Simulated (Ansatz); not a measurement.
# CH3BNO with multiplicity 2: shift of H6 from C3 to B1, part 2 of 2

Aim: the minimum-energy path and barrier of the shift of H6 from C3 to B1. The ends are relaxed first, then joined by a nudged elastic band. SMILES of the start: [B]1NCO1.

Ansatz 0.2.0; UKS PBE/6-31G.

## (6) Frequencies at the highest image

The geometry is the highest inner image of the first converged band.

Contents of input.yaml:

```yaml
crystal:
  periodic: [false, false, false]
  atoms:
    - { symbol: B, position_ang: [0.742301, -0.697088, -0.581249] }
    - { symbol: "N", position_ang: [-0.637333, -0.862191, 0.159319] }
    - { symbol: C, position_ang: [0.021348, 0.416838, 0.366232] }
    - { symbol: O, position_ang: [1.368674, -0.10926, 0.670293] }
    - { symbol: H, position_ang: [-1.518723, -0.829174, -0.383054] }
    - { symbol: H, position_ang: [0.372002, 0.722383, -1.001404] }
    - { symbol: H, position_ang: [-0.34828, 1.358482, 0.769853] }
magnetization:
  spin_polarized: true
  initial_magnetization: 1
basis:
  gaussian: { orbitals: "6-31G" }
hamiltonian:
  xc: pbe
phonons: {}
```

The run is started by

```
$ ansatz run input.yaml --threads 1 --pin off --max-ram 2048MiB --backend cpu --events-out ev --progress --plain --runs-dir out
```

The program printed, cut to the lines that bear on the results:

```text
Warning: RAYON_NUM_THREADS=1 ignored (pool sized by the plan → 1); use --threads N
[...]
Functional definition: PBE
[...]
608 factors; integrals over basis functions are off by at most 1.8e-4 eV
[...]
mean field -5286.21881088 eV, -194.2649581721 hartree, gradient 8.6e-5 eV, S^2 0.754979; 0 other end points of the search recorded, 0 dependent functions left out
[...]
reference -5286.21883272 eV, -194.2649589748 hartree; 15, 14 occupied and 27, 28 virtual orbitals, 608 factors
[...]
608 factors; integrals over basis functions are off by at most 1.8e-4 eV
mean field -5286.21878302 eV, -194.2649571482 hartree, gradient 1.8e-6 eV, S^2 0.754980; 0 other end points of the search recorded, 0 dependent functions left out
[...]
reference -5286.21880486 eV, -194.2649579509 hartree; 15, 14 occupied and 27, 28 virtual orbitals, 608 factors
[...]
608 factors; integrals over basis functions are off by at most 1.8e-4 eV
[...]
WARN: phonons: modes at or below zero, which the zero-point energy, F, S and C_V leave out: 1, the lowest at -1505.75 cm⁻¹. A minimum has none, and a first-order saddle one
Total energy: -5286.21883272 eV, -194.2649589748 hartree
Atom 0 at     0.742301    -0.697088    -0.581249 Å, force     0.006628     0.014746     0.002782 eV/Å
Atom 1 at    -0.637333    -0.862191     0.159319 Å, force     0.009363     0.018992    -0.003336 eV/Å
Atom 2 at     0.021348     0.416838     0.366232 Å, force    -0.035297     0.001186    -0.008494 eV/Å
Atom 3 at     1.368674    -0.109260     0.670293 Å, force     0.021426    -0.030928     0.010234 eV/Å
Atom 4 at    -1.518723    -0.829174    -0.383054 Å, force     0.007733    -0.002853     0.006242 eV/Å
Atom 5 at     0.372002     0.722383    -1.001404 Å, force    -0.011697    -0.004684    -0.002597 eV/Å
Atom 6 at    -0.348280     1.358482     0.769853 Å, force     0.001844     0.003542    -0.004830 eV/Å
Dipole moment:    -0.517282     0.368709    -0.345968 e Å
Vibrations: -1505.75 380.93 630.85 724.04 768.50 835.32 987.67 1048.26 1106.96 1177.74 1199.42 1266.72 1558.97 3190.66 3340.12 cm⁻¹, zero-point energy 1.129257 eV
```

Run time: 43 s. Hardware: 1 thread of Intel Xeon Platinum 8488C (Sapphire Rapids), shared host; peak memory 0.14 GiB.

Of 15 modes, 1 is imaginary by more than 30 cm⁻¹ (1506i cm⁻¹).

## (7) Dynamics from the top

It starts at the highest inner image of the first converged band: 200 steps of 0.5 fs at constant energy, with velocities drawn for 300 K.

Edit input.yaml of step 6 so:

```diff
@@ -17,2 +17,8 @@
   xc: pbe
-phonons: {}
+md:
+  timestep: 0.5
+  n_steps: 200
+  ensemble: nve
+  temperature: 300.0
+  initial_velocities: maxwell_boltzmann
+  seed: 6822
```

The run is started by

```
$ ansatz run input.yaml --threads 1 --pin off --max-ram 2048MiB --backend cpu --events-out ev --progress --plain --runs-dir out
```

The program printed, cut to the lines that bear on the results:

```text
Warning: RAYON_NUM_THREADS=1 ignored (pool sized by the plan → 1); use --threads N
[...]
[... 1 set-up line as earlier in the session ...]
[...]
608 factors; integrals over basis functions are off by at most 1.8e-4 eV
[...]
mean field -5286.21881088 eV, -194.2649581721 hartree, gradient 8.6e-5 eV, S^2 0.754979; 0 other end points of the search recorded, 0 dependent functions left out
[...]
reference -5286.21883272 eV, -194.2649589748 hartree; 15, 14 occupied and 27, 28 virtual orbitals, 608 factors
md step     0: t =     0.00 fs  T =   300.0 K  F+E_penalty+E_count = -5286.21881088 eV  E_kin = 0.193890 eV  conserved = -5286.02492088 eV  (27 SCF iters)
[...]
md step    24: t =    12.00 fs  T =  1641.9 K  F+E_penalty+E_count = -5287.08527401 eV  E_kin = 1.061156 eV  conserved = -5286.02411814 eV  (32 SCF iters)
[...]
md step    48: t =    24.00 fs  T =  2088.7 K  F+E_penalty+E_count = -5287.37447239 eV  E_kin = 1.349902 eV  conserved = -5286.02457001 eV  (34 SCF iters)
[...]
md step    72: t =    36.00 fs  T =  1110.0 K  F+E_penalty+E_count = -5286.74214573 eV  E_kin = 0.717407 eV  conserved = -5286.02473839 eV  (35 SCF iters)
[...]
md step    96: t =    48.00 fs  T =  1802.0 K  F+E_penalty+E_count = -5287.18930265 eV  E_kin = 1.164654 eV  conserved = -5286.02464857 eV  (61 SCF iters)
md step    97: t =    48.50 fs  T =  1795.9 K  F+E_penalty+E_count = -5287.18512257 eV  E_kin = 1.160696 eV  conserved = -5286.02442701 eV  (37 SCF iters)
```

## (8) The log goes on: dynamics from the highest image of the converged band

The log, continued, cut to the lines that bear on the results:

```text
md step    98: t =    49.00 fs  T =  1818.7 K  F+E_penalty+E_count = -5287.19981202 eV  E_kin = 1.175426 eV  conserved = -5286.02438575 eV  (35 SCF iters)
[...]
md step   123: t =    61.50 fs  T =  2055.5 K  F+E_penalty+E_count = -5287.35379598 eV  E_kin = 1.328452 eV  conserved = -5286.02534437 eV  (33 SCF iters)
[...]
md step   148: t =    74.00 fs  T =  5241.4 K  F+E_penalty+E_count = -5289.41560478 eV  E_kin = 3.387516 eV  conserved = -5286.02808857 eV  (29 SCF iters)
[...]
md step   173: t =    86.50 fs  T =  3573.1 K  F+E_penalty+E_count = -5288.33578624 eV  E_kin = 2.309273 eV  conserved = -5286.02651348 eV  (31 SCF iters)
[...]
md step   198: t =    99.00 fs  T =  1462.7 K  F+E_penalty+E_count = -5286.97053489 eV  E_kin = 0.945322 eV  conserved = -5286.02521282 eV  (31 SCF iters)
md step   199: t =    99.50 fs  T =  1658.4 K  F+E_penalty+E_count = -5287.09890008 eV  E_kin = 1.071793 eV  conserved = -5286.02710747 eV  (31 SCF iters)
[...]
md step   200: t =   100.00 fs  T =  1827.9 K  F+E_penalty+E_count = -5287.20967438 eV  E_kin = 1.181351 eV  conserved = -5286.02832361 eV  (29 SCF iters)
Total energy: -5287.20969786 eV, -194.3013725970 hartree
Atom 0 at     0.883684    -1.187889    -0.871630 Å, force    -2.036984     3.123165     1.097604 eV/Å
Atom 1 at    -0.696385    -0.356578    -0.085767 Å, force     0.714081    -3.133664    -3.087221 eV/Å
Atom 2 at     0.048720    -0.044658     0.928652 Å, force     1.236809     2.797343    -0.746115 eV/Å
Atom 3 at     1.244830     0.354275     0.516037 Å, force     0.532036    -1.406088     0.853626 eV/Å
Atom 4 at    -1.642259    -0.660286    -0.268956 Å, force    -0.500140    -0.175541     0.815394 eV/Å
Atom 5 at     1.358846    -1.835551    -0.018120 Å, force     0.313380    -1.179515     0.148922 eV/Å
Atom 6 at    -0.267735     0.126865     1.939007 Å, force    -0.259183    -0.025701     0.917791 eV/Å
Dipole moment:    -0.631242    -0.329882     0.213621 e Å
```

Run time: 5.2 min. Hardware: 1 thread of Intel Xeon Platinum 8488C (Sapphire Rapids), shared host; peak memory 0.13 GiB.

## (9) Frames and traces

One step in 15; energies are changes from step 0:

```csv
time (fs),T (K),potential energy change (meV/atom),total energy change (meV/atom),H6–C3 (Å),H6–B1 (Å)
0.0,300,0.0,0.00,1.44,1.53
7.5,235,6.1,0.17,1.59,1.47
15.0,3283,-275.7,-0.26,2.22,1.21
22.5,2395,-193.4,0.02,3.14,1.45
30.0,1136,-77.0,0.23,2.80,1.11
37.5,1256,-88.3,0.03,2.82,1.34
45.0,1971,-154.5,-0.18,2.84,1.15
52.5,2712,-222.9,-0.19,3.16,1.39
60.0,2270,-182.0,-0.10,2.69,1.17
67.5,2287,-183.3,0.08,2.80,1.26
75.0,5310,-462.9,-0.42,3.23,1.33
82.5,4362,-375.1,-0.07,3.06,1.27
90.0,2027,-159.4,0.01,2.33,1.36
97.5,1119,-75.4,0.22,2.18,1.09
100.0,1828,-141.6,-0.49,2.41,1.17
```

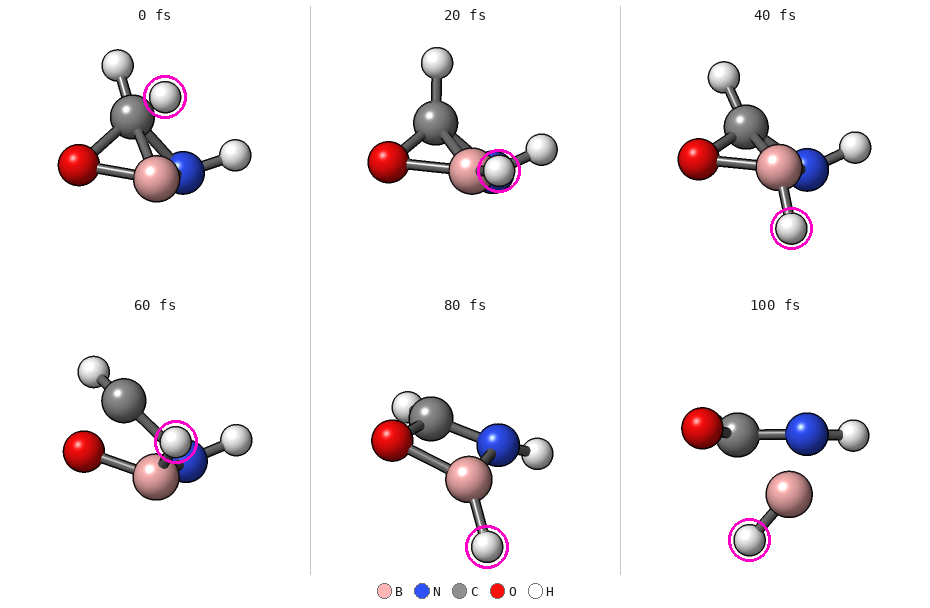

The system at six times, viewed from a free direction. Sticks join atoms within a bonding distance in each frame.

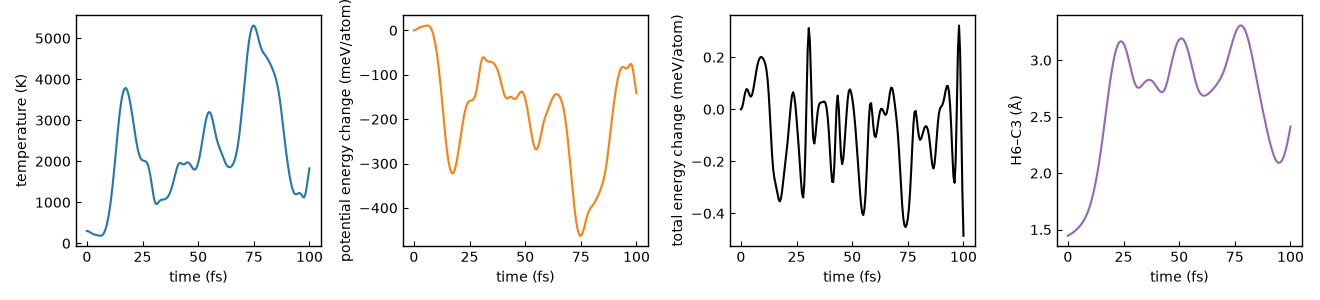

Traces against time; each panel has its own scale.

The last frame stands with a bonding of neither end.

## (10) A trajectory let go at the top

It starts at the highest inner image of the first converged band: 200 steps of 0.5 fs at constant energy, with velocities drawn for 100 K.

Edit input.yaml of step 7 so:

```diff
@@ -21,4 +21,4 @@
   ensemble: nve
-  temperature: 300.0
+  temperature: 100.0
   initial_velocities: maxwell_boltzmann
-  seed: 6822
+  seed: 6823
```

The run is started by

```
$ ansatz run input.yaml --threads 1 --pin off --max-ram 2048MiB --backend cpu --events-out ev --progress --plain --runs-dir out
```

The program printed, cut to the lines that bear on the results:

```text
Warning: RAYON_NUM_THREADS=1 ignored (pool sized by the plan → 1); use --threads N
[...]
[... 1 set-up line as earlier in the session ...]
[...]
608 factors; integrals over basis functions are off by at most 1.8e-4 eV
[...]
mean field -5286.21881088 eV, -194.2649581721 hartree, gradient 8.6e-5 eV, S^2 0.754979; 0 other end points of the search recorded, 0 dependent functions left out
[...]
reference -5286.21883272 eV, -194.2649589748 hartree; 15, 14 occupied and 27, 28 virtual orbitals, 608 factors
md step     0: t =     0.00 fs  T =   100.0 K  F+E_penalty+E_count = -5286.21881088 eV  E_kin = 0.064630 eV  conserved = -5286.15418088 eV  (27 SCF iters)
[...]
md step    24: t =    12.00 fs  T =    34.6 K  F+E_penalty+E_count = -5286.17597260 eV  E_kin = 0.022393 eV  conserved = -5286.15357985 eV  (26 SCF iters)
[...]
md step    48: t =    24.00 fs  T =  1760.6 K  F+E_penalty+E_count = -5287.29154554 eV  E_kin = 1.137871 eV  conserved = -5286.15367489 eV  (29 SCF iters)
[...]
md step    72: t =    36.00 fs  T =  3249.6 K  F+E_penalty+E_count = -5288.25542997 eV  E_kin = 2.100232 eV  conserved = -5286.15519787 eV  (31 SCF iters)
[...]
md step    96: t =    48.00 fs  T =  3069.8 K  F+E_penalty+E_count = -5288.14006245 eV  E_kin = 1.984040 eV  conserved = -5286.15602205 eV  (31 SCF iters)
md step    97: t =    48.50 fs  T =  2999.4 K  F+E_penalty+E_count = -5288.09457275 eV  E_kin = 1.938524 eV  conserved = -5286.15604908 eV  (31 SCF iters)
```

## (11) The output, continued: dynamics from the highest image of the converged band

Output, continued, cut to the lines that bear on the results:

```text
md step    98: t =    49.00 fs  T =  2906.9 K  F+E_penalty+E_count = -5288.03451029 eV  E_kin = 1.878749 eV  conserved = -5286.15576116 eV  (32 SCF iters)
[...]
md step   123: t =    61.50 fs  T =  1471.7 K  F+E_penalty+E_count = -5287.10436353 eV  E_kin = 0.951168 eV  conserved = -5286.15319590 eV  (31 SCF iters)
[...]
md step   148: t =    74.00 fs  T =  1919.1 K  F+E_penalty+E_count = -5287.39454669 eV  E_kin = 1.240294 eV  conserved = -5286.15425240 eV  (31 SCF iters)
[...]
md step   173: t =    86.50 fs  T =  2997.2 K  F+E_penalty+E_count = -5288.09095335 eV  E_kin = 1.937106 eV  conserved = -5286.15384695 eV  (31 SCF iters)
[...]
md step   198: t =    99.00 fs  T =  2053.9 K  F+E_penalty+E_count = -5287.48371566 eV  E_kin = 1.327453 eV  conserved = -5286.15626224 eV  (31 SCF iters)
md step   199: t =    99.50 fs  T =  2130.6 K  F+E_penalty+E_count = -5287.53373525 eV  E_kin = 1.377013 eV  conserved = -5286.15672254 eV  (28 SCF iters)
[...]
md step   200: t =   100.00 fs  T =  2188.5 K  F+E_penalty+E_count = -5287.57109044 eV  E_kin = 1.414448 eV  conserved = -5286.15664195 eV  (29 SCF iters)
Total energy: -5287.57111239 eV, -194.3146543360 hartree
Atom 0 at     0.813406    -1.070868    -0.472385 Å, force    -0.220736    -0.273073     2.418749 eV/Å
Atom 1 at    -0.506024    -0.711273     0.078684 Å, force    -5.848920    -4.456723    -5.660814 eV/Å
Atom 2 at    -0.018397     0.506553     0.369116 Å, force    -0.556078     3.541166     7.484069 eV/Å
Atom 3 at     1.264405    -0.063396     0.559034 Å, force     5.524437     0.765310    -2.207769 eV/Å
Atom 4 at    -1.487911    -0.812015    -0.290640 Å, force     0.987450    -0.320316     0.152064 eV/Å
Atom 5 at    -0.140124     1.470937    -0.108074 Å, force     0.171016     0.020871    -1.351328 eV/Å
Atom 6 at    -0.325611     0.707171     1.468670 Å, force    -0.057170     0.722764    -0.834970 eV/Å
Dipole moment:    -0.550571     0.175508    -0.252896 e Å
```

Run time: 5.3 min. Hardware: 1 thread of Intel Xeon Platinum 8488C (Sapphire Rapids), shared host; peak memory 0.14 GiB.

## (12) Frames and traces

One step in 11; energies are changes from step 0:

```csv
time (fs),T (K),potential energy change (meV/atom),total energy change (meV/atom),H6–C3 (Å),H6–B1 (Å)
0.0,100,0.0,0.00,1.44,1.53
5.5,68,3.0,0.01,1.46,1.54
11.0,46,5.0,0.04,1.46,1.57
16.5,221,-11.0,0.12,1.38,1.63
22.0,1350,-115.5,-0.13,1.08,1.86
27.5,2394,-211.9,-0.08,1.19,2.43
33.0,2970,-265.4,-0.35,1.06,2.66
38.5,3837,-345.3,-0.21,1.17,2.95
44.0,4033,-363.6,-0.52,1.07,2.98
49.5,2798,-249.2,-0.16,1.17,3.02
55.0,2430,-215.5,-0.40,1.09,2.86
60.5,1718,-149.5,-0.11,1.16,2.91
66.0,1949,-171.3,-0.53,1.10,2.83
71.5,1968,-172.8,-0.30,1.16,2.92
77.0,2533,-224.8,-0.20,1.22,2.91
82.5,2336,-206.6,-0.15,1.06,2.51
88.0,3767,-338.9,-0.35,1.13,2.65
93.5,3531,-317.2,-0.42,1.16,2.99
99.0,2054,-180.7,-0.30,1.13,2.84
100.0,2189,-193.2,-0.35,1.08,2.74
```

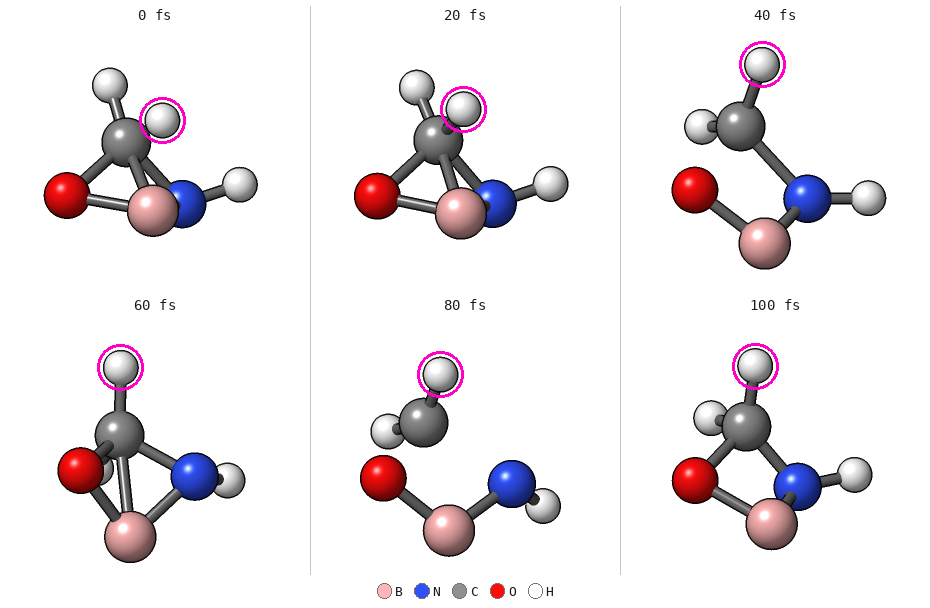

Six frames of the run, seen from a free direction. Sticks join atoms within a bonding distance in each frame.

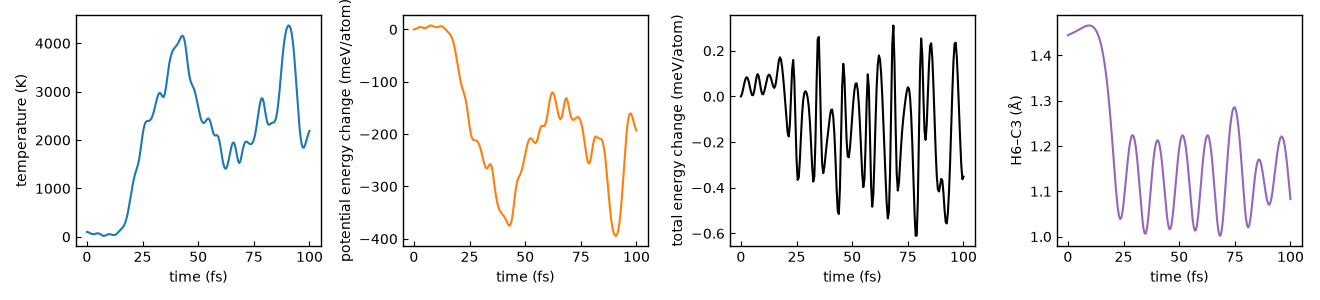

Traces against time; each panel has its own scale.

Bonds that form or break, judged by distance (formed within 1.15 times the sum of covalent radii and held on average over 12 fs, broken when stretched by half; pairs already stretched at the start don't count as bonds):

```csv
time (fs),bond,event
20.5,C3–H6,forms
```

The last frame stands with the bonds of end A.

## (13) Outcome

This closing draws on all 2 parts.

```
                         quantity                                     value
                            end A                   5 moves, 0.267 eV lower
                            end B                   6 moves, 0.498 eV lower
                 barrier forwards                                   3.38 eV
                barrier backwards                                   3.87 eV
     second end relative to first                                 -0.495 eV
                    highest image                     2 of 0 to 8, climbing
                  band iterations                                        25
       imaginary modes at the top                                1506i cm⁻¹
trajectory at 300 K, after 100 fs  with a bonding of neither end, at 1828 K
trajectory at 100 K, after 100 fs        with the bonds of end A, at 2189 K
```

In words: The top lies 3.38 eV above the first end, or 131 kT at room temperature. Going back costs 3.87 eV, since the second end is 0.50 eV below the first. By distance, end A alone has C3–H6 and end B alone has B1–H6. One imaginary mode, as a first-order saddle point has. Zero-point energy and entropy are left out. Tunnelling, which matters where hydrogen moves, is missing too. Semilocal functionals tend to give barriers that are too low. In so small a basis the energies are only a sketch.
